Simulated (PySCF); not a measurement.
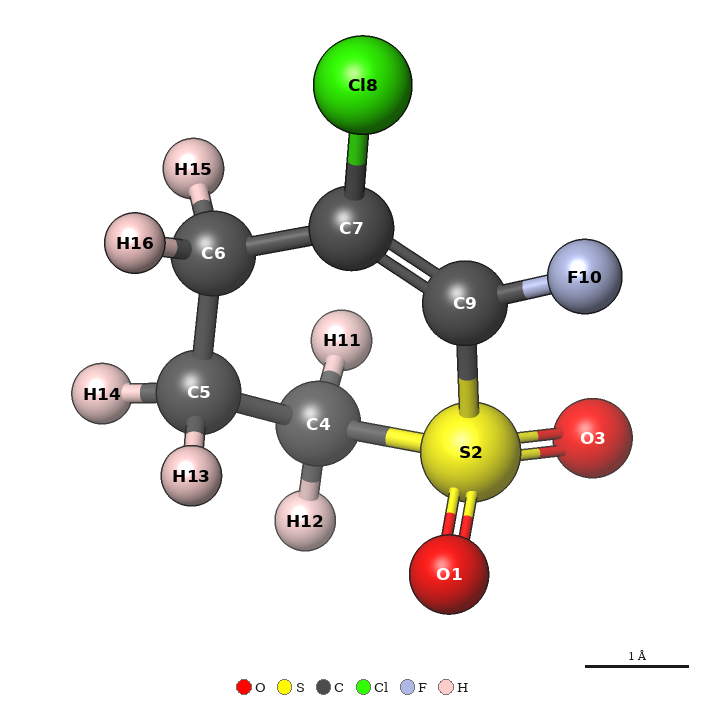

Orthographic view. Depth is shown by fading: the farther an atom, the more it takes the colour of the background. The computed structure is the end point of a PBE0-D3(BJ)/def2-SVP optimisation. No frequency run is at hand to confirm it as a minimum.

Write a MOL file (V2000) with the atoms in numerical order, bonds sorted by atom number with the orders drawn, and coordinates in the frame of the picture: x right, y up, z towards the viewer, origin at the mean position.

```
C5H6ClFO2S
                    3D

 16 16  0  0  0  0  0  0  0  0999 V2000
    1.1600   -2.2000    0.5600 O   0  0  0  0  0  0  0  0  0  0  0  0
    1.3700   -1.0100   -0.2600 S   0  0  0  0  0  0  0  0  0  0  0  0
    2.5500   -0.8800   -1.0900 O   0  0  0  0  0  0  0  0  0  0  0  0
   -0.1100   -0.7300   -1.2300 C   0  0  0  0  0  0  0  0  0  0  0  0
   -1.2700   -0.4300   -0.3000 C   0  0  0  0  0  0  0  0  0  0  0  0
   -1.1300    0.9200    0.3900 C   0  0  0  0  0  0  0  0  0  0  0  0
    0.2100    1.1600    1.0100 C   0  0  0  0  0  0  0  0  0  0  0  0
    0.3200    2.5500    2.0300 Cl  0  0  0  0  0  0  0  0  0  0  0  0
    1.3100    0.4400    0.8100 C   0  0  0  0  0  0  0  0  0  0  0  0
    2.4800    0.6900    1.3600 F   0  0  0  0  0  0  0  0  0  0  0  0
    0.1100    0.0800   -1.9400 H   0  0  0  0  0  0  0  0  0  0  0  0
   -0.2400   -1.6800   -1.7800 H   0  0  0  0  0  0  0  0  0  0  0  0
   -1.3400   -1.2400    0.4400 H   0  0  0  0  0  0  0  0  0  0  0  0
   -2.2100   -0.4400   -0.8800 H   0  0  0  0  0  0  0  0  0  0  0  0
   -1.3200    1.7400   -0.3200 H   0  0  0  0  0  0  0  0  0  0  0  0
   -1.8900    1.0200    1.1800 H   0  0  0  0  0  0  0  0  0  0  0  0
  1  2  2  0
  2  3  2  0
  2  4  1  0
  2  9  1  0
  4  5  1  0
  4 11  1  0
  4 12  1  0
  5  6  1  0
  5 13  1  0
  5 14  1  0
  6  7  1  0
  6 15  1  0
  6 16  1  0
  7  8  1  0
  7  9  2  0
  9 10  1  0
M  END
```
